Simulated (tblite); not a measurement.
## Geometry relaxation of C₃H₇F₂NSi (part 2 of 2)

The same run, continued: C₃H₇F₂NSi, SMILES C=NC[C@@H](F)[SiH2]F; GFN2-xTB geometry optimisation, gas phase (tblite 0.8.0). 

Geometry of the input (Å):
```
C  2.5513  0.0509  -0.2556
N  1.5951  -0.3762  -1.0054
C  0.2827  0.1618  -0.9096
C  -0.3544  -0.4006  0.3220
F  0.4063  -0.0390  1.4231
Si -2.1197  0.0612  0.5958
F  -3.2047  -0.9653  -0.1734
H  2.2908  0.8614  0.4430
H  3.5438  -0.3719  -0.3277
H  0.4108  1.2635  -0.8235
H  -0.2665  -0.0703  -1.8389
H  -0.3446  -1.5260  0.1797
H  -2.3713  -0.1031  2.0676
H  -2.4203  1.4532  0.2807
```

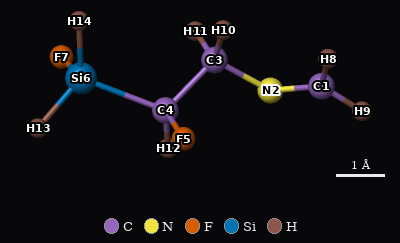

The geometry at step 87 of the log (ball-and-stick view, seen at a tilt; atoms are numbered from 1 in the order of the input).

Trajectory as extended XYZ, continued:
```
14
Properties=species:S:1:pos:R:3:forces:R:3 step=51 energy=-656.75416
C     2.6688    0.1200   -0.5275   -0.0530  -0.0280  -0.0030
N     1.6098   -0.4859   -0.8034    0.0270   0.0090   0.0070
C     0.3441    0.1655   -0.6437    0.0190   0.0260  -0.0190
C    -0.4422   -0.5026    0.4830    0.0410   0.0020  -0.0060
F     0.1938   -0.2112    1.6881   -0.0010   0.0090   0.0140
Si   -2.2661    0.0784    0.6063    0.0100  -0.0100  -0.0010
F    -3.0814   -0.8373   -0.4367    0.0040  -0.0150  -0.0080
H     2.7166    1.1598   -0.1831   -0.0090  -0.0050  -0.0120
H     3.6055   -0.4066   -0.6324   -0.0110  -0.0070   0.0020
H     0.4453    1.2399   -0.4195   -0.0070   0.0290  -0.0070
H    -0.2193    0.0347   -1.5720    0.0230   0.0010  -0.0040
H    -0.3566   -1.5898    0.3709   -0.0150  -0.0210   0.0130
H    -2.7855   -0.2023    1.9303   -0.0280  -0.0080   0.0080
H    -2.4336    1.4369    0.1175   -0.0020   0.0190   0.0170
14
Properties=species:S:1:pos:R:3:forces:R:3 step=55 energy=-656.75511
C     2.6751    0.1172   -0.5442    0.0340   0.0100  -0.0090
N     1.6104   -0.4935   -0.7780   -0.0190  -0.0080  -0.0260
C     0.3511    0.1691   -0.6242   -0.0030  -0.0050  -0.0010
C    -0.4470   -0.4998    0.4936   -0.0040   0.0100   0.0090
F     0.1700   -0.2005    1.7069    0.0190  -0.0090   0.0050
Si   -2.2746    0.0737    0.6015    0.0000  -0.0020   0.0010
F    -3.0738   -0.8357   -0.4600    0.0070   0.0020  -0.0050
H     2.7320    1.1679   -0.2370   -0.0030   0.0020  -0.0030
H     3.6080   -0.4139   -0.6573    0.0060  -0.0120   0.0240
H     0.4571    1.2434   -0.3978   -0.0040  -0.0010  -0.0100
H    -0.2017    0.0431   -1.5592   -0.0120   0.0070  -0.0040
H    -0.3583   -1.5881    0.3860    0.0010   0.0180   0.0160
H    -2.8108   -0.2237    1.9164   -0.0170  -0.0050  -0.0140
H    -2.4381    1.4404    0.1312   -0.0060  -0.0070   0.0160
14
Properties=species:S:1:pos:R:3:forces:R:3 step=58 energy=-656.75567
C     2.6803    0.1161   -0.5515    0.0040  -0.0090   0.0160
N     1.6119   -0.4932   -0.7719   -0.0310   0.0080  -0.0240
C     0.3535    0.1723   -0.6211   -0.0240   0.0000   0.0140
C    -0.4467   -0.4941    0.4988   -0.0130   0.0010   0.0020
F     0.1666   -0.1945    1.7146    0.0100   0.0130  -0.0270
Si   -2.2785    0.0700    0.6003    0.0010   0.0050   0.0110
F    -3.0715   -0.8337   -0.4716    0.0270   0.0140   0.0060
H     2.7443    1.1694   -0.2549   -0.0010   0.0000  -0.0110
H     3.6077   -0.4251   -0.6591    0.0250   0.0020   0.0130
H     0.4570    1.2488   -0.3992    0.0120  -0.0330  -0.0050
H    -0.1978    0.0448   -1.5578   -0.0080  -0.0010   0.0260
H    -0.3585   -1.5831    0.3969    0.0130   0.0170  -0.0080
H    -2.8230   -0.2393    1.9096   -0.0090  -0.0080  -0.0210
H    -2.4458    1.4412    0.1446   -0.0050  -0.0100   0.0080
14
Properties=species:S:1:pos:R:3:forces:R:3 step=62 energy=-656.75656
C     2.6834    0.1090   -0.5556   -0.0150   0.0030   0.0040
N     1.6101   -0.4940   -0.7723    0.0150  -0.0340   0.0330
C     0.3535    0.1757   -0.6202    0.0180  -0.0090  -0.0220
C    -0.4474   -0.4841    0.5026    0.0190  -0.0050  -0.0040
F     0.1629   -0.1771    1.7169    0.0260   0.0260   0.0030
Si   -2.2817    0.0675    0.6021    0.0050   0.0040   0.0010
F    -3.0614   -0.8301   -0.4830    0.0110   0.0020  -0.0230
H     2.7525    1.1661   -0.2732    0.0030  -0.0040   0.0070
H     3.6112   -0.4368   -0.6525   -0.0390   0.0130  -0.0070
H     0.4615    1.2513   -0.4064    0.0110   0.0240   0.0200
H    -0.1978    0.0452   -1.5548   -0.0400  -0.0070  -0.0150
H    -0.3536   -1.5723    0.4062    0.0060  -0.0180  -0.0100
H    -2.8360   -0.2640    1.8996   -0.0150  -0.0160   0.0230
H    -2.4580    1.4429    0.1684   -0.0040   0.0210  -0.0090
14
Properties=species:S:1:pos:R:3:forces:R:3 step=65 energy=-656.75778
C     2.6863    0.0973   -0.5665    0.0440   0.0210   0.0050
N     1.6082   -0.5042   -0.7563   -0.0580  -0.0400  -0.0040
C     0.3574    0.1800   -0.6158   -0.0010   0.0010   0.0010
C    -0.4461   -0.4669    0.5127    0.0020  -0.0050   0.0010
F     0.1625   -0.1380    1.7222    0.0070   0.0050   0.0110
Si   -2.2887    0.0629    0.6048    0.0010   0.0000   0.0010
F    -3.0405   -0.8182   -0.5136    0.0170   0.0090  -0.0330
H     2.7671    1.1618   -0.3204   -0.0080   0.0250   0.0220
H     3.6099   -0.4565   -0.6509   -0.0250  -0.0080  -0.0140
H     0.4764    1.2553   -0.4050    0.0030   0.0180  -0.0070
H    -0.1969    0.0502   -1.5492   -0.0090  -0.0110  -0.0060
H    -0.3435   -1.5558    0.4273    0.0020  -0.0120   0.0160
H    -2.8685   -0.3164    1.8791    0.0130  -0.0070   0.0150
H    -2.4842    1.4480    0.2094    0.0120   0.0040  -0.0080
14
Properties=species:S:1:pos:R:3:forces:R:3 step=69 energy=-656.75864
C     2.6788    0.0942   -0.5485   -0.0530  -0.0190  -0.0010
N     1.6021   -0.5005   -0.7741    0.0290   0.0270  -0.0100
C     0.3504    0.1820   -0.6374   -0.0160  -0.0070   0.0050
C    -0.4388   -0.4612    0.5039   -0.0060   0.0090   0.0170
F     0.1851   -0.1248    1.7039   -0.0120  -0.0060   0.0020
Si   -2.2824    0.0644    0.6118    0.0020   0.0000  -0.0050
F    -3.0346   -0.8142   -0.5091    0.0170   0.0110  -0.0130
H     2.7595    1.1521   -0.2739   -0.0180   0.0040   0.0060
H     3.5992   -0.4641   -0.6266    0.0090  -0.0070  -0.0140
H     0.4665    1.2612   -0.4392   -0.0100  -0.0260  -0.0050
H    -0.2134    0.0355   -1.5631    0.0210   0.0070  -0.0020
H    -0.3357   -1.5512    0.4216    0.0050   0.0200   0.0220
H    -2.8486   -0.3234    1.8908    0.0130   0.0010  -0.0080
H    -2.4887    1.4494    0.2177    0.0180  -0.0130   0.0070
14
Properties=species:S:1:pos:R:3:forces:R:3 step=73 energy=-656.75956
C     2.6720    0.0836   -0.5483    0.0090   0.0070   0.0020
N     1.5956   -0.5092   -0.7762    0.0000   0.0130  -0.0080
C     0.3487    0.1826   -0.6432   -0.0010  -0.0030  -0.0010
C    -0.4366   -0.4455    0.5086    0.0060  -0.0080   0.0030
F     0.1869   -0.0895    1.7028    0.0000   0.0130   0.0090
Si   -2.2834    0.0612    0.6143    0.0050  -0.0070  -0.0040
F    -3.0118   -0.8018   -0.5339    0.0020   0.0130  -0.0100
H     2.7483    1.1444   -0.2790    0.0140  -0.0350   0.0020
H     3.5914   -0.4785   -0.6201   -0.0020   0.0260  -0.0080
H     0.4754    1.2617   -0.4554   -0.0200  -0.0010   0.0080
H    -0.2139    0.0351   -1.5687   -0.0180  -0.0130   0.0030
H    -0.3239   -1.5350    0.4423   -0.0050  -0.0100   0.0140
H    -2.8491   -0.3616    1.8823    0.0000   0.0000  -0.0100
H    -2.5002    1.4521    0.2522    0.0110   0.0050   0.0000
14
Properties=species:S:1:pos:R:3:forces:R:3 step=76 energy=-656.76037
C     2.6737    0.0764   -0.5567   -0.0150  -0.0100  -0.0540
N     1.5917   -0.5135   -0.7660    0.0100   0.0090  -0.0010
C     0.3473    0.1829   -0.6362   -0.0020   0.0110   0.0110
C    -0.4368   -0.4335    0.5235    0.0110  -0.0080  -0.0020
F     0.1799   -0.0554    1.7151   -0.0100   0.0150  -0.0160
Si   -2.2886    0.0548    0.6132    0.0160   0.0040  -0.0090
F    -2.9874   -0.7788   -0.5743   -0.0040   0.0030   0.0000
H     2.7647    1.1408   -0.3121   -0.0110  -0.0050   0.0260
H     3.5874   -0.4927   -0.6336    0.0260   0.0030   0.0060
H     0.4769    1.2625   -0.4537   -0.0160   0.0090  -0.0030
H    -0.2160    0.0332   -1.5622   -0.0060  -0.0200   0.0470
H    -0.3162   -1.5226    0.4753    0.0050  -0.0270   0.0040
H    -2.8660   -0.4068    1.8622   -0.0120  -0.0010  -0.0130
H    -2.5113    1.4520    0.2833    0.0070   0.0190   0.0040
14
Properties=species:S:1:pos:R:3:forces:R:3 step=80 energy=-656.76188
C     2.6685    0.0737   -0.5697    0.0090   0.0080  -0.0010
N     1.5849   -0.5150   -0.7742    0.0300   0.0140   0.0160
C     0.3410    0.1794   -0.6295    0.0120  -0.0120   0.0040
C    -0.4315   -0.4335    0.5390   -0.0100  -0.0090   0.0020
F     0.1816   -0.0351    1.7247    0.0070  -0.0090  -0.0010
Si   -2.2827    0.0524    0.6103   -0.0160   0.0190  -0.0040
F    -2.9520   -0.7601   -0.6086   -0.0180   0.0040   0.0130
H     2.7629    1.1355   -0.3155   -0.0330   0.0100   0.0140
H     3.5857   -0.4907   -0.6464   -0.0070  -0.0210  -0.0260
H     0.4651    1.2601   -0.4507    0.0110   0.0040  -0.0060
H    -0.2344    0.0239   -1.5458   -0.0090  -0.0170   0.0010
H    -0.3101   -1.5236    0.5031    0.0360   0.0030   0.0070
H    -2.8854   -0.4235    1.8422   -0.0100  -0.0070  -0.0260
H    -2.4941    1.4560    0.2990   -0.0020   0.0130   0.0060
14
Properties=species:S:1:pos:R:3:forces:R:3 step=84 energy=-656.76295
C     2.6732    0.0684   -0.5911    0.0010   0.0050   0.0160
N     1.5848   -0.5225   -0.7568   -0.0340  -0.0230  -0.0210
C     0.3437    0.1764   -0.6110   -0.0060  -0.0010  -0.0020
C    -0.4326   -0.4257    0.5606    0.0180   0.0100   0.0100
F     0.1676    0.0026    1.7427   -0.0080  -0.0080   0.0210
Si   -2.2893    0.0484    0.6031    0.0140  -0.0020   0.0040
F    -2.9258   -0.7301   -0.6553   -0.0150   0.0110   0.0150
H     2.7681    1.1354   -0.3599    0.0160   0.0060   0.0030
H     3.5848   -0.5043   -0.6783   -0.0050   0.0250  -0.0060
H     0.4713    1.2583   -0.4378    0.0110  -0.0120  -0.0140
H    -0.2358    0.0195   -1.5251    0.0170  -0.0180  -0.0020
H    -0.2941   -1.5144    0.5484    0.0090   0.0090  -0.0090
H    -2.9162   -0.4737    1.8035   -0.0170  -0.0020  -0.0180
H    -2.5004    1.4612    0.3347   -0.0010   0.0000   0.0030
14
Properties=species:S:1:pos:R:3:forces:R:3 step=87 energy=-656.76356
C     2.6702    0.0637   -0.5933   -0.0120  -0.0060  -0.0300
N     1.5809   -0.5256   -0.7609   -0.0010  -0.0130   0.0170
C     0.3413    0.1741   -0.6100   -0.0010  -0.0010  -0.0040
C    -0.4272   -0.4177    0.5721   -0.0050   0.0040  -0.0030
F     0.1687    0.0264    1.7499    0.0030   0.0030   0.0090
Si   -2.2872    0.0472    0.6030    0.0200   0.0080   0.0130
F    -2.9073   -0.7097   -0.6754   -0.0180   0.0010  -0.0140
H     2.7690    1.1307   -0.3646    0.0050   0.0060   0.0170
H     3.5803   -0.5098   -0.6871    0.0100   0.0160   0.0040
H     0.4703    1.2568   -0.4482    0.0090   0.0090  -0.0110
H    -0.2445    0.0068   -1.5178    0.0080  -0.0090  -0.0100
H    -0.2791   -1.5048    0.5701   -0.0070  -0.0080  -0.0010
H    -2.9339   -0.5032    1.7788   -0.0140  -0.0050   0.0090
H    -2.5022    1.4645    0.3611    0.0060  -0.0060   0.0030
14
Properties=species:S:1:pos:R:3:forces:R:3 step=91 energy=-656.76379
C     2.6686    0.0644   -0.5925    0.0120   0.0030   0.0110
N     1.5807   -0.5263   -0.7631    0.0020  -0.0040  -0.0030
C     0.3410    0.1735   -0.6132    0.0020  -0.0050  -0.0010
C    -0.4261   -0.4177    0.5702   -0.0020  -0.0020  -0.0010
F     0.1711    0.0251    1.7485   -0.0010   0.0000  -0.0120
Si   -2.2851    0.0483    0.6038   -0.0160  -0.0080   0.0040
F    -2.9140   -0.7097   -0.6710    0.0020   0.0140   0.0060
H     2.7658    1.1295   -0.3532   -0.0030   0.0040  -0.0030
H     3.5806   -0.5059   -0.6845    0.0100   0.0060  -0.0040
H     0.4711    1.2570   -0.4548   -0.0020  -0.0070  -0.0070
H    -0.2441    0.0024   -1.5211    0.0040  -0.0010   0.0000
H    -0.2784   -1.5052    0.5669   -0.0090   0.0030   0.0020
H    -2.9309   -0.5010    1.7813   -0.0070  -0.0010   0.0040
H    -2.5009    1.4651    0.3605    0.0090  -0.0030   0.0030
14
Properties=species:S:1:pos:R:3:forces:R:3 step=95 energy=-656.76405
C     2.6691    0.0637   -0.5927    0.0100   0.0090   0.0020
N     1.5824   -0.5294   -0.7630   -0.0080  -0.0040  -0.0050
C     0.3415    0.1696   -0.6139   -0.0010  -0.0060  -0.0030
C    -0.4260   -0.4157    0.5726    0.0010  -0.0020  -0.0050
F     0.1710    0.0341    1.7482    0.0010   0.0010  -0.0030
Si   -2.2867    0.0467    0.6068    0.0050   0.0060   0.0000
F    -2.9126   -0.6965   -0.6774   -0.0030  -0.0030  -0.0060
H     2.7623    1.1285   -0.3512    0.0010   0.0130  -0.0040
H     3.5842   -0.5010   -0.6902   -0.0040  -0.0030   0.0070
H     0.4717    1.2541   -0.4629   -0.0040  -0.0080   0.0070
H    -0.2438   -0.0050   -1.5209    0.0030  -0.0090  -0.0010
H    -0.2774   -1.5028    0.5756   -0.0030  -0.0060   0.0000
H    -2.9401   -0.5118    1.7759    0.0020   0.0010   0.0010
H    -2.4963    1.4652    0.3709    0.0010   0.0100   0.0100
14
Properties=species:S:1:pos:R:3:forces:R:3 step=98 energy=-656.76417
C     2.6676    0.0650   -0.5865   -0.0260  -0.0020   0.0030
N     1.5826   -0.5283   -0.7709    0.0270   0.0110   0.0110
C     0.3397    0.1672   -0.6217    0.0040  -0.0010  -0.0040
C    -0.4241   -0.4159    0.5679   -0.0050  -0.0120   0.0020
F     0.1781    0.0344    1.7405    0.0010  -0.0020   0.0010
Si   -2.2845    0.0485    0.6097    0.0050   0.0060  -0.0130
F    -2.9153   -0.6951   -0.6723   -0.0010   0.0010   0.0020
H     2.7571    1.1282   -0.3340    0.0010  -0.0060  -0.0090
H     3.5838   -0.4988   -0.6810   -0.0070   0.0060   0.0040
H     0.4673    1.2521   -0.4732   -0.0050  -0.0010   0.0030
H    -0.2472   -0.0127   -1.5261   -0.0010  -0.0040  -0.0150
H    -0.2776   -1.5034    0.5708   -0.0010  -0.0030   0.0050
H    -2.9345   -0.5089    1.7814    0.0050   0.0020  -0.0020
H    -2.4937    1.4673    0.3730    0.0020   0.0040   0.0120
14
Properties=species:S:1:pos:R:3:forces:R:3 step=102 energy=-656.76445
C     2.6670    0.0723   -0.5810    0.0050  -0.0030  -0.0050
N     1.5878   -0.5277   -0.7739   -0.0150  -0.0130   0.0110
C     0.3395    0.1587   -0.6276   -0.0070  -0.0020   0.0040
C    -0.4249   -0.4235    0.5626    0.0020  -0.0010   0.0000
F     0.1808    0.0270    1.7339   -0.0010  -0.0090  -0.0020
Si   -2.2823    0.0525    0.6098   -0.0010  -0.0010   0.0020
F    -2.9262   -0.6907   -0.6660    0.0040   0.0100   0.0020
H     2.7492    1.1340   -0.3217   -0.0010   0.0040  -0.0070
H     3.5864   -0.4854   -0.6780    0.0080   0.0070   0.0120
H     0.4612    1.2441   -0.4777   -0.0110   0.0040  -0.0130
H    -0.2434   -0.0263   -1.5341    0.0000   0.0060   0.0050
H    -0.2837   -1.5115    0.5684    0.0070  -0.0040  -0.0030
H    -2.9317   -0.4977    1.7858    0.0100   0.0040  -0.0080
H    -2.4803    1.4737    0.3774   -0.0010   0.0000   0.0030
14
Properties=species:S:1:pos:R:3:forces:R:3 step=105 energy=-656.76470
C     2.6651    0.0717   -0.5799    0.0130   0.0090  -0.0050
N     1.5879   -0.5327   -0.7713   -0.0040   0.0090   0.0030
C     0.3376    0.1519   -0.6316    0.0010   0.0020   0.0060
C    -0.4240   -0.4231    0.5641    0.0010   0.0040  -0.0050
F     0.1830    0.0385    1.7305    0.0000  -0.0080  -0.0010
Si   -2.2808    0.0540    0.6111    0.0000   0.0050   0.0120
F    -2.9203   -0.6723   -0.6759   -0.0040   0.0070  -0.0140
H     2.7445    1.1351   -0.3257   -0.0120  -0.0010  -0.0110
H     3.5882   -0.4809   -0.6729   -0.0050  -0.0070   0.0140
H     0.4548    1.2390   -0.4891    0.0040   0.0000  -0.0090
H    -0.2428   -0.0380   -1.5389   -0.0040  -0.0120   0.0210
H    -0.2799   -1.5107    0.5800    0.0010   0.0000  -0.0120
H    -2.9360   -0.5123    1.7757    0.0070   0.0000   0.0020
H    -2.4779    1.4792    0.4017    0.0030  -0.0090  -0.0020
14
Properties=species:S:1:pos:R:3:forces:R:3 step=109 energy=-656.76513
C     2.6650    0.0721   -0.5726   -0.0470  -0.0060  -0.0010
N     1.5897   -0.5355   -0.7696    0.0390   0.0230   0.0080
C     0.3354    0.1446   -0.6427    0.0060   0.0020  -0.0080
C    -0.4219   -0.4193    0.5598    0.0000   0.0030   0.0150
F     0.1896    0.0541    1.7189    0.0000  -0.0050   0.0210
Si   -2.2794    0.0568    0.6154    0.0010  -0.0230  -0.0170
F    -2.9201   -0.6430   -0.6871    0.0110   0.0220   0.0150
H     2.7394    1.1378   -0.3258   -0.0060  -0.0080  -0.0130
H     3.5895   -0.4811   -0.6494   -0.0150   0.0030   0.0040
H     0.4437    1.2346   -0.5186    0.0150   0.0040   0.0010
H    -0.2460   -0.0643   -1.5441   -0.0010  -0.0150  -0.0140
H    -0.2747   -1.5065    0.5852   -0.0090   0.0040  -0.0110
H    -2.9298   -0.5358    1.7691   -0.0010  -0.0040   0.0070
H    -2.4813    1.4851    0.4395    0.0080   0.0010  -0.0090
14
Properties=species:S:1:pos:R:3:forces:R:3 step=113 energy=-656.76633
C     2.6625    0.0904   -0.5759   -0.0090  -0.0060  -0.0070
N     1.6008   -0.5489   -0.7394    0.0090   0.0070   0.0050
C     0.3349    0.1132   -0.6426   -0.0050   0.0010  -0.0010
C    -0.4232   -0.4315    0.5685   -0.0010   0.0000  -0.0050
F     0.1886    0.0530    1.7231   -0.0010  -0.0110   0.0040
Si   -2.2753    0.0623    0.6187   -0.0020   0.0110   0.0150
F    -2.9122   -0.5535   -0.7264    0.0100   0.0010   0.0080
H     2.7140    1.1686   -0.3860   -0.0030   0.0010   0.0010
H     3.5976   -0.4465   -0.6265    0.0070  -0.0010   0.0010
H     0.4277    1.2080   -0.5503   -0.0040  -0.0020  -0.0020
H    -0.2366   -0.1330   -1.5413    0.0020   0.0000  -0.0050
H    -0.2798   -1.5185    0.6039   -0.0040  -0.0020   0.0080
H    -2.9561   -0.5653    1.7359    0.0020  -0.0220  -0.0030
H    -2.4435    1.5012    0.5164   -0.0010   0.0220  -0.0180
14
Properties=species:S:1:pos:R:3:forces:R:3 step=116 energy=-656.76649
C     2.6617    0.0933   -0.5788    0.0110   0.0040  -0.0030
N     1.6022   -0.5511   -0.7335   -0.0080  -0.0050  -0.0020
C     0.3340    0.1074   -0.6402    0.0020   0.0020   0.0000
C    -0.4235   -0.4350    0.5724   -0.0020   0.0020  -0.0050
F     0.1885    0.0518    1.7261    0.0000  -0.0080   0.0000
Si   -2.2744    0.0645    0.6200    0.0070   0.0170   0.0160
F    -2.9061   -0.5364   -0.7337    0.0000  -0.0090  -0.0090
H     2.7093    1.1733   -0.3985   -0.0010   0.0050   0.0010
H     3.5994   -0.4397   -0.6274   -0.0010  -0.0010   0.0010
H     0.4232    1.2027   -0.5517    0.0000   0.0000  -0.0020
H    -0.2351   -0.1426   -1.5397    0.0010  -0.0040   0.0080
H    -0.2798   -1.5218    0.6110   -0.0100   0.0000   0.0040
H    -2.9643   -0.5720    1.7264    0.0030  -0.0180   0.0020
H    -2.4358    1.5051    0.5254   -0.0020   0.0150  -0.0090
14
Properties=species:S:1:pos:R:3:forces:R:3 step=120 energy=-656.76666
C     2.6615    0.0977   -0.5775    0.0030  -0.0020   0.0080
N     1.6040   -0.5502   -0.7320    0.0010  -0.0040   0.0030
C     0.3337    0.1042   -0.6420    0.0010  -0.0020   0.0040
C    -0.4245   -0.4383    0.5701   -0.0010   0.0030   0.0040
F     0.1905    0.0416    1.7250    0.0080  -0.0020   0.0010
Si   -2.2731    0.0695    0.6233    0.0020   0.0020  -0.0060
F    -2.9076   -0.5313   -0.7299   -0.0020  -0.0060  -0.0030
H     2.7064    1.1784   -0.3998   -0.0030  -0.0010  -0.0010
H     3.6001   -0.4342   -0.6202    0.0030   0.0030  -0.0070
H     0.4194    1.2000   -0.5558   -0.0020   0.0010  -0.0040
H    -0.2333   -0.1507   -1.5412   -0.0050   0.0020   0.0030
H    -0.2865   -1.5261    0.6061   -0.0080   0.0030  -0.0020
H    -2.9604   -0.5717    1.7292    0.0040   0.0000  -0.0030
H    -2.4310    1.5106    0.5225   -0.0020   0.0010   0.0040
```

Key numbers:

- outcome: converged
- total energy: −656.7667 eV
- hardware: 1 CPU thread, shared host
- wall time: 1 s
- peak memory: 0.18 GiB
